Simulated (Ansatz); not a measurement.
Cl$_{3}$H$_{2}$NSi···HCl

| atom | x (Å) | y (Å) | z (Å) |
| --- | --- | --- | --- |
| Si | -0.9740 | -0.4975 | 0.2127 |
| Cl | 2.2756 | 0.6960 | -2.0215 |
| Cl | -0.3439 | -2.3138 | -0.4145 |
| Cl | -2.2438 | -0.7679 | 1.7803 |
| Cl | -1.9665 | 0.4919 | -1.2452 |
| H | 1.4959 | 0.5649 | -0.9803 |
| N | 0.4173 | 0.4224 | 0.5960 |
| H | 0.2682 | 1.3966 | 0.8256 |
| H | 1.0713 | 0.0073 | 1.2471 |

The product side of a reaction path; geometry: PBE0-D4/def2-TZVP.

The calculation used RKS PBE0-D4/def2-TZVPP in Ansatz 0.2.0.

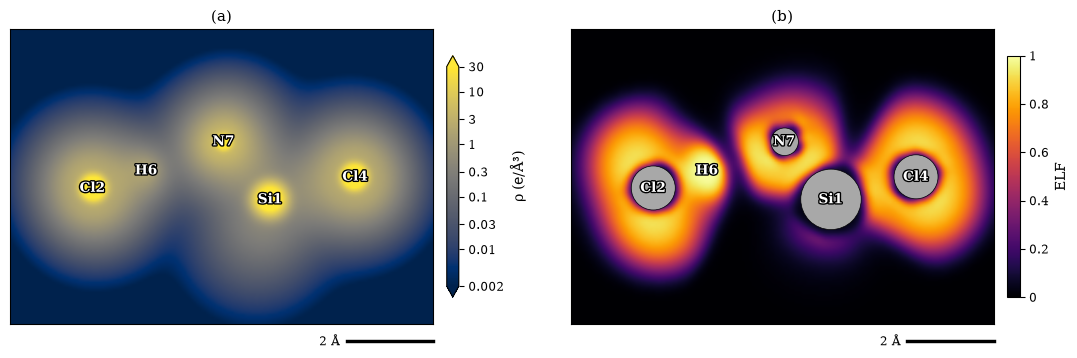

Figure 1. (a) electron density; (b) ELF on the plane of atoms Cl4, Si1 and N7. Grey discs cover the atomic cores in the ELF map.

### What do the fields say about this system?

- The plane passes through Si, Cl, H and N nuclei.
- N7···H6 (1.92 Å): the density falls to about 0.24 e/Å³ on the way; the ELF dips to about 0.20 between them.
- Si–N (1.71 Å): ρ at the midpoint is about 1.2 e/Å³; the ELF peaks at about 0.90 between the atoms, as expected for a shared but strongly polarised pair.
- Si–Cl (2.04 Å): ρ at the midpoint is about 0.95 e/Å³; the ELF peaks at about 0.90 between the atoms (a polar covalent bond).
- Cl–H (1.31 Å): ρ is about 1.9 e/Å³ halfway; the ELF climbs to about 1 towards the hydrogen, as it does in any bond to H: a covalent bond by its length.
- The ELF also peaks beside Cl2 and Cl4, away from the bonds: lone-pair regions.

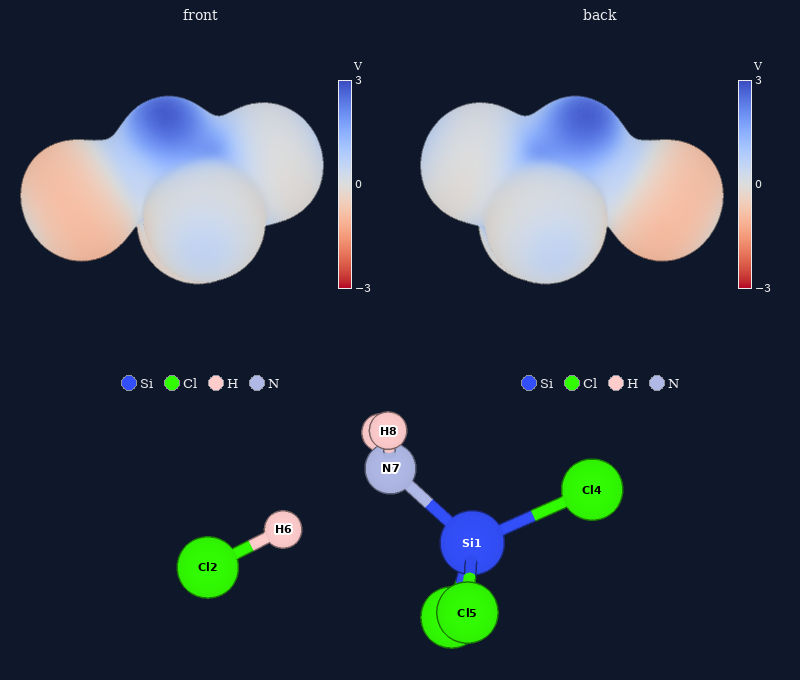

Figure 2. The electrostatic potential painted on the density surface at 0.002 e/bohr³, seen from the front and from behind; the colour scale runs from red (negative) to blue (positive). The bare structure is drawn below in the same view.

### Which sites attract a positive test charge, and which a negative one?

A positive charge is drawn to the negative regions and a negative charge to the positive ones. The most negative region (about −0.9 V) lies over Cl2, the most positive (about +2.7 V) over H8 and H9. Cl3 shows a σ-hole: about +0.5 V at the tip opposite its bond, against about 0.0 V on its flanks. Cl4 shows a σ-hole: about +0.6 V at the tip opposite its bond, against about +0.1 V on its flanks. Cl5 shows a σ-hole: about +0.5 V at the tip opposite its bond, against about 0.0 V on its flanks.
